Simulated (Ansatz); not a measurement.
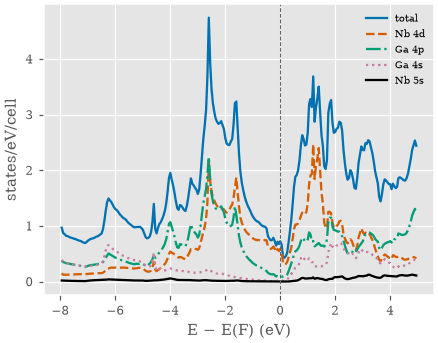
Total and projected density of states of NbGa3 in space group I4/mmm (No. 139; Nb on 2a, Ga on 2b, Ga on 4d), plane-wave PAW LDA (Ansatz code)

Problem. Which orbitals carry the states next to the Fermi level?

Solution. Within 0.5 eV of the Fermi level: Nb 4d 71 %, Ga 4p 21 %, Ga 4s 6 %. Projections are on Löwdin-orthogonalised atomic valence shells; empty p or d shells of many metals are not among them.

Problem. Where is the tallest occupied peak in this window, and what makes it?

Solution. Near -2.6 eV, about 4.7 states/eV per cell; the largest projected share is Ga 4p.

The workflow started from a Materials Project entry (that database holds measured and hypothetical structures alike); the Crystallography Open Database files this formula in space group No. 139, but the cells were not matched. Its standing as an ambient phase is unchecked. The LDA relaxation kept the symmetry of its start; of distortions, only those at the zone centre were tested. No spin polarisation was allowed. Scalar-relativistic: spin–orbit coupling is off unless named, which matters more the heavier the elements.

Potentials: the later of the program's two PAW sets.
